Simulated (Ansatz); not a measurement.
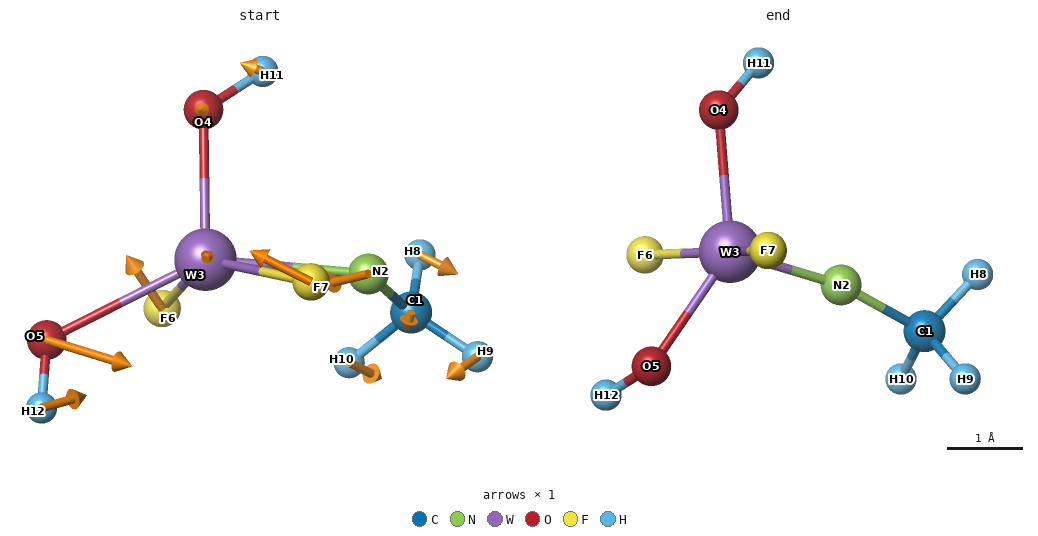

The structure of CH5F2NO2W (coarse preliminary run) before (left) and after (right) a relaxation, at one scale. The orange arrows give the displacements, at their true length.

Style: ball-and-stick. Shown at a tilt.

The start comes from a force field.

The calculation used Ansatz 0.2.0, RKS PBE-D4/def2-SVP.

The input:
```yaml
crystal:
  periodic: [false, false, false]
  atoms:
    - {symbol: C, position_ang: [0.534400, -1.004600, 1.696000]}
    - {symbol: N, position_ang: [0.972200, -0.978700, 0.331900]}
    - {symbol: W, position_ang: [0.043900, 0.439200, -1.068200]}
    - {symbol: O, position_ang: [-1.169300, -0.947500, -1.949600]}
    - {symbol: O, position_ang: [-0.611900, 2.717900, -1.470100]}
    - {symbol: F, position_ang: [-1.594800, 1.350900, 0.365000]}
    - {symbol: F, position_ang: [2.113600, -0.389200, -1.215000]}
    - {symbol: H, position_ang: [-0.345000, -1.619700, 1.817100]}
    - {symbol: H, position_ang: [1.255300, -1.223400, 2.458000]}
    - {symbol: H, position_ang: [0.124000, 0.067700, 1.900300]}
    - {symbol: H, position_ang: [-1.374300, -1.867600, -1.528700]}
    - {symbol: H, position_ang: [0.128900, 3.399900, -1.302600]}
basis:
  gaussian: {orbitals: def2-SVP}
hamiltonian: {xc: pbe, dispersion: d4}
relax: {f_tol: 0.03, max_steps: 200}
```

Launched with:
```bash
ansatz run in.yaml --threads 4 --pin off --events-out ev --progress --plain --max-ram 11315MiB
```

Summarise the run.

Answer. The largest move after the best rigid fit is that of O5, 1.37 Å. By element the largest moves are O 1.37 Å, F 1.00 Å, N 0.99 Å, H 0.78 Å, C 0.31 Å, W 0.19 Å. Some distances before and after: W3–O5 2.405 → 1.930 Å, N2–W3 2.198 → 1.739 Å, W3–F6 2.360 → 1.922 Å, W3–F7 2.234 → 1.894 Å. Bond angles that change, for instance: C1–N2–W3 119.3° → 168.9°, N2–W3–F7 53.9° → 101.6°, O5–W3–F7 126.4° → 84.6°. The energy falls by 237.5 kcal/mol in 16 accepted moves (18 points after the start). Largest force component: 4.9 eV/Å at the start, 0.02 eV/Å at the end. The line search rejected the trial steps at points 7, 17 of the run. Cost: 49 s on 4 threads of Arm Neoverse V1, with other jobs on the host.
